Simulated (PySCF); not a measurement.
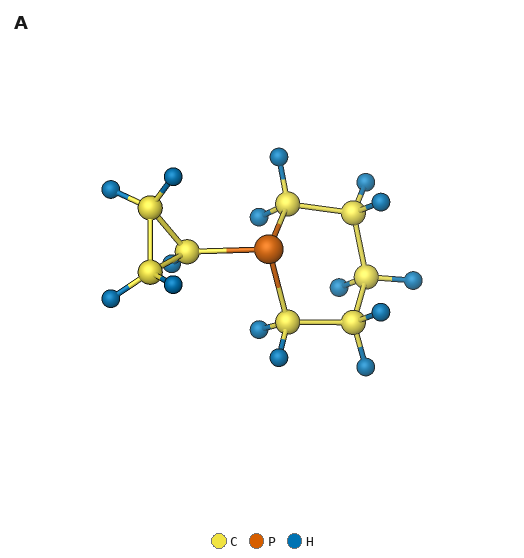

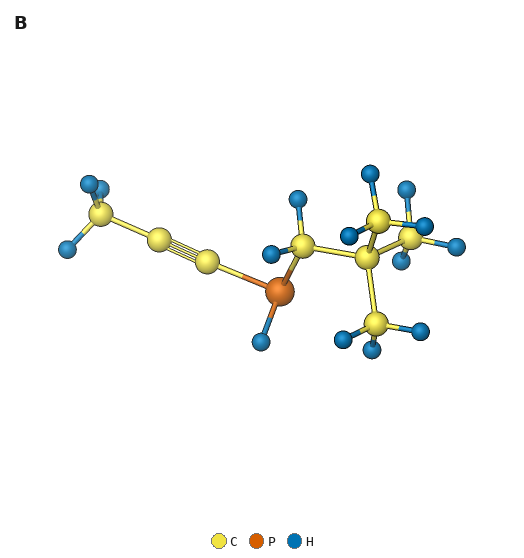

2 stationary structures of one formula. Geometries: GFN2-xTB. Electronic energies: PBE0/pcSseg-1 (PySCF 2.14.0), without zero-point energy. No frequency run is at hand to confirm each as a minimum. Each is one conformer, not always the lowest.

How are they related?

Answer. They are constitutional isomers of C8H15P: A `C1CCP(C2CC2)CC1`, B `CC#CPCC(C)(C)C`.

Which structure is the most stable?

Answer. A is lowest; B lies 114.8 kJ/mol above it.

The geometry is semi-empirical. Around P such bond lengths and angles can be off by a tenth of an ångström or more and by several degrees, and values that hang on the shape move with them.
